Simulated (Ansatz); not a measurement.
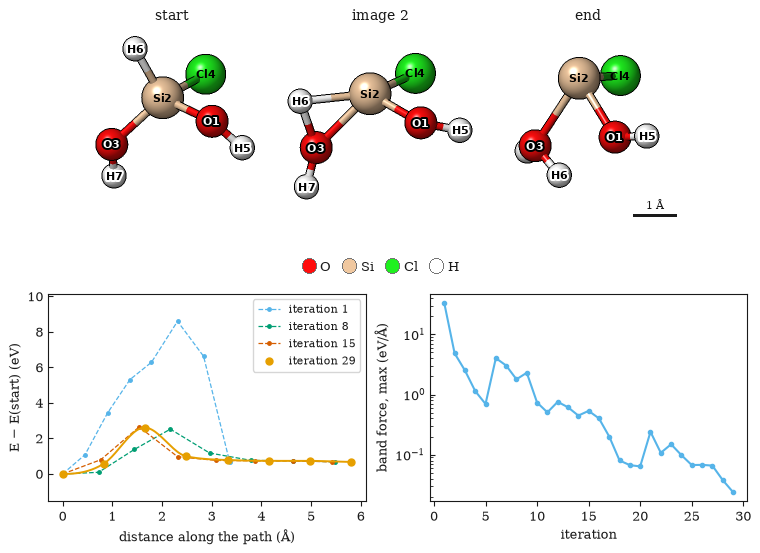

A search for the minimum-energy path of SiH$_{3}$O$_{2}$Cl by the nudged elastic band. Images are numbered from 0 (start) to 7 (end). The plot follows the band through its iterations. A ball-and-stick model, seen at a tilt.

Computed with RKS PBE0-D4/6-31G (Ansatz). Run with 6 movable images; no climbing image; force threshold 0.03 eV/Å; iteration limit 60; starting path through a guess of the saddle point.

Q: How did the profile develop, and is the result final?

A: The run is converged, with reservations. The band converged in 29 iterations. The largest component of the band force went from 33 to 0.024 eV/Å. No image climbed, so the highest image needn't lie on the saddle point, and the true maximum along this path can be higher. The first iteration put the highest image at 8.60 eV. Forward barrier 2.61 eV, backward barrier 1.93 eV, with image 2 at the top; the reaction energy is +0.68 eV.

The run took 6.4 min on 1 thread of Arm Neoverse V1, on a shared host, peak memory 0.11 GiB.
